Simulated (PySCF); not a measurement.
**C$_{3}$H$_{10}$ClFSi$_{2}$ (SMILES C[SiH2][C@H](F)[SiH2]CCl): density, localisation and related maps**

Input file:

```
{"job": {"kind": "uv", "xc": "wB97X-D", "basis": "def2-SVPD", "nstates": 8, "ntriplets": 3}, "charge": 0, "multiplicity": 1}
C      2.811066     0.927817    -0.040146
Si     0.943303     0.974153     0.288479
C      0.337608    -0.856745     0.381094
F      0.460166    -1.400753    -0.910716
Si    -1.438542    -1.245356     0.971249
C     -2.659596    -0.184645    -0.045177
Cl    -2.574498     1.506394     0.517965
H      3.211612     1.930382    -0.158484
H      3.348667     0.453881     0.777373
H      3.036556     0.372396    -0.946859
H      0.247341     1.623670    -0.821555
H      0.651532     1.587781     1.586757
H      1.040027    -1.437693     0.988568
H     -1.738609    -2.652736     0.691631
H     -1.564777    -0.910818     2.388830
H     -2.426490    -0.175035    -1.107460
H     -3.692363    -0.500661     0.078004
```

Run with:

```sh
OMP_NUM_THREADS=1 python probes_run.py task.json out
```

Geometry: GFN2-xTB.

The calculation used PySCF 2.14.0, wB97X-D/def2-SVPD, SCF density, gas phase.

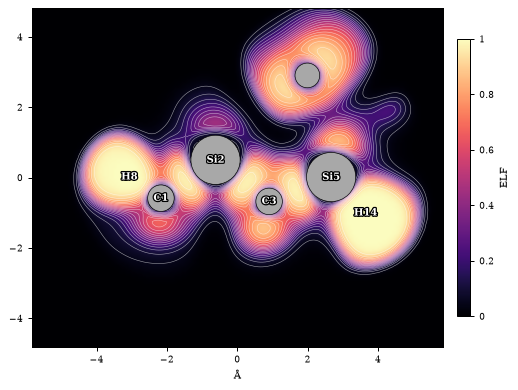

Figure 1. ELF on the plane of atoms Si2, C1 and H8. Grey discs cover the atomic cores.

**What do the fields say about this system?**

Atoms in the plane: C, Si and H.
C–Si (1.90 Å): the ELF peaks at about 0.95 between the atoms, as expected for a shared electron pair.
C–H (1.09 Å): the ELF climbs to about 1 towards the hydrogen, as it does in any bond to H; a covalent bond by its length.
Si–H (1.47 Å): the ELF climbs to about 1 towards the hydrogen.
The ELF also peaks beside Cl7, away from the bonds: lone-pair regions.

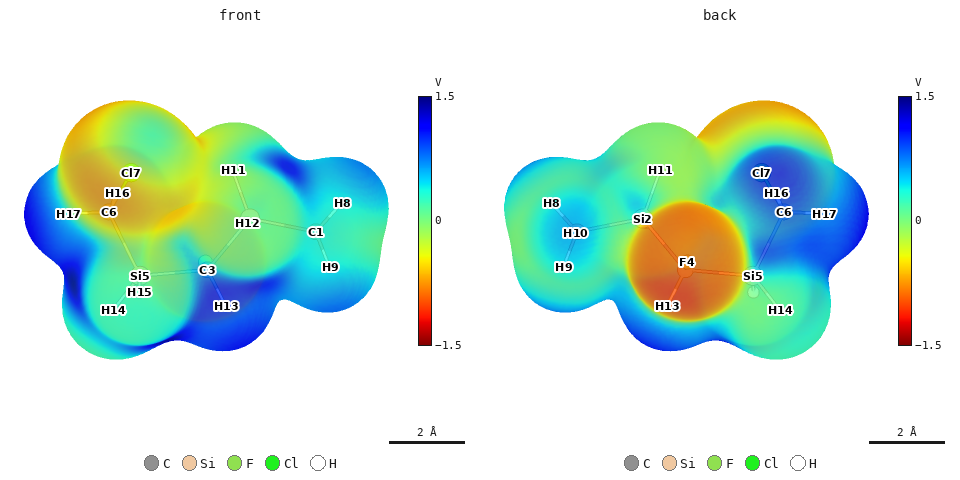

Figure 2. The electrostatic potential painted on the density surface at 0.002 e/bohr³, seen from the front and from behind; red is negative and blue positive.

**Where is the surface potential most negative and most positive?**

The most negative region (about −1.0 V, or −23 kcal/mol for a unit charge) lies over F4, the most positive (about +1.3 V, or +30 kcal/mol for a unit charge) over Si5. Cl7 shows a σ-hole: about +0.2 V at the tip opposite its bond, against about −0.5 V, or −12 kcal/mol for a unit charge on its flanks.

**How polar is the molecule by this calculation?**

Its dipole moment is 1.14 D.
